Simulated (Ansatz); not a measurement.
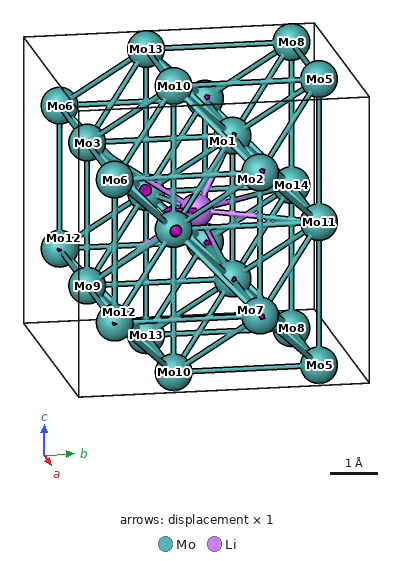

A relaxation of a defect cell of composition LiMo$_{16}$. The starting structure is drawn; purple arrows show the displacements, at their true length.

A ball-and-stick model of the cell of the calculation (origin shifted), seen slightly off an axis.

It is an interstitial Li in bcc Mo. The run prepares an end point of a later path (interstitial hop) calculation, from a guessed geometry. The atoms of the start lie slightly off their symmetric places, so part of the fall in energy undoes that.

The calculation used DFT LDA, scalar-relativistic, plane waves, PAW in Ansatz.

Input
```yaml
crystal:
  lattice:
    - [6.3, 0.0, 0.0]
    - [0.0, 6.3, 0.0]
    - [0.0, 0.0, 6.3]
  atoms:
    - { symbol: Mo, position: [0.0, 0.0, 0.0] }
    - { symbol: Mo, position: [0.5, 0.0, 0.0] }
    - { symbol: Mo, position: [0.0, 0.5, 0.0] }
    - { symbol: Mo, position: [0.0, 0.0, 0.5] }
    - { symbol: Mo, position: [0.25, 0.25, 0.25] }
    - { symbol: Mo, position: [0.5, 0.5, 0.0] }
    - { symbol: Mo, position: [0.5, 0.0, 0.5] }
    - { symbol: Mo, position: [0.75, 0.25, 0.25] }
    - { symbol: Mo, position: [0.0, 0.5, 0.5] }
    - { symbol: Mo, position: [0.25, 0.75, 0.25] }
    - { symbol: Mo, position: [0.25, 0.25, 0.75] }
    - { symbol: Mo, position: [0.5, 0.5, 0.5] }
    - { symbol: Mo, position: [0.75, 0.75, 0.25] }
    - { symbol: Mo, position: [0.75, 0.25, 0.75] }
    - { symbol: Mo, position: [0.25, 0.75, 0.75] }
    - { symbol: Mo, position: [0.75, 0.75, 0.75] }
    - { symbol: Li, position: [0.0054126, 0.8750028, 0.7471084] }
basis:
  ecutwfc: 420.0
kpoints:
  mp_grid: { grid: [3, 3, 3] }
hamiltonian:
  xc: lda
scf:
  occupations: { method: gaussian, width: 0.05 }
  lower_state_search: "off"
relax:
  f_tol: 0.03
  max_steps: 60
  adjacent_minimum: "off"
```

Launched with:
```bash
ansatz run input.yaml --threads 4 --pin off --max-ram 10240MiB --backend cpu --events-out ev --progress --plain --runs-dir out
```

Atoms of which element are displaced furthest, and by how much?

Answer. Lithium: up to 0.74 Å, against 0.41 Å for molybdenum.

Describe the change and its energy.

Answer. After 9 accepted moves (10 points after the start) the energy has fallen by 4.591 eV per cell of the calculation. The largest force component goes from 7.4 to 0.0073 eV/Å. The line search rejected the trial step at point 3 of the run. The atom that moves furthest is Li17 (0.74 Å along −b). By element the largest moves are Li 0.74 Å, Mo 0.41 Å. The lattice vectors keep their values. Among the contacts that change: Mo15–Mo16 3.150 → 2.342 Å, Mo11–Li17 2.821 → 3.513 Å, Mo14–Li17 2.858 → 3.514 Å, Mo4–Li17 1.745 → 2.300 Å. Among the angles between lasting bonds that change: Mo15–Li17–Mo16 126.8° → 180.0°, Mo1–Li17–Mo4 126.8° → 90.0°, Mo1–Li17–Mo9 149.6° → 180.0°. Cost: 38 s on 4 threads of AMD EPYC 9R45 96-Core Processor (Zen 5), on a shared host, peak memory 1.1 GiB.

Limits of the set-up: the periodic images lie only 6.3 Å apart, so the values are limited by the cell's size.
